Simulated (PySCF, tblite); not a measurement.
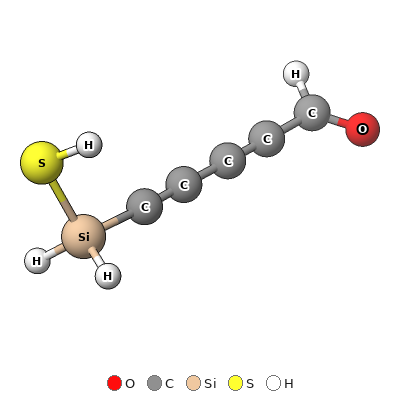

Structure of C₅H₄OSSi, SMILES O=CC#CC#C[SiH2]S.

Vertical TDDFT excitations, CAM-B3LYP/def2-SVPD, PySCF 2.14.0, at a GFN2-xTB geometry (a minimum by its frequencies), gas phase.

What does its absorption spectrum look like?

Answer. The lowest singlet lies at 3.58 eV (346 nm, f = 0.001); the brightest of the first 8 is S3 at 4.22 eV (294 nm), f = 0.102, mixed, the largest part being HOMO−2 → LUMO (36 %). No singlet lies below 3.1 eV (beyond 400 nm), so at this level no vertical transition falls in the visible.


```tsv
state	E (eV)	λ (nm)	f	main character
S1	3.58	346	0.001	HOMO−1 → LUMO (70 %)
S2	3.68	337	0.000	HOMO−3 → LUMO (83 %)
S3	4.22	294	0.102	HOMO−2 → LUMO (36 %)
S4	4.71	263	0.003	HOMO−2 → LUMO+1 (56 %)
S5	5.11	243	0.028	HOMO → LUMO (50 %)
S6	5.87	211	0.071	HOMO → LUMO+1 (53 %)
S7	6.03	206	0.077	HOMO−6 → LUMO (33 %)
S8	6.19	200	0.007	HOMO → LUMO+3 (30 %)
```

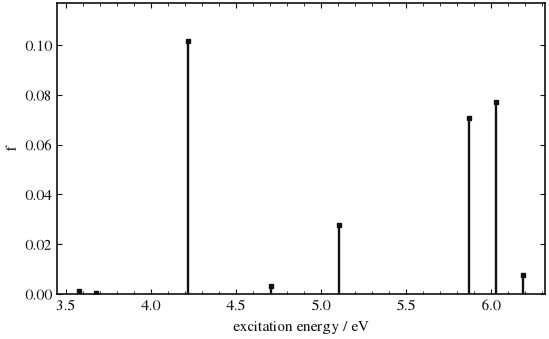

The lowest 8 singlet states are shown.

Caveats: the tight-binding geometry is rougher than a DFT one and adds to the error; core orbitals are frozen in the response.
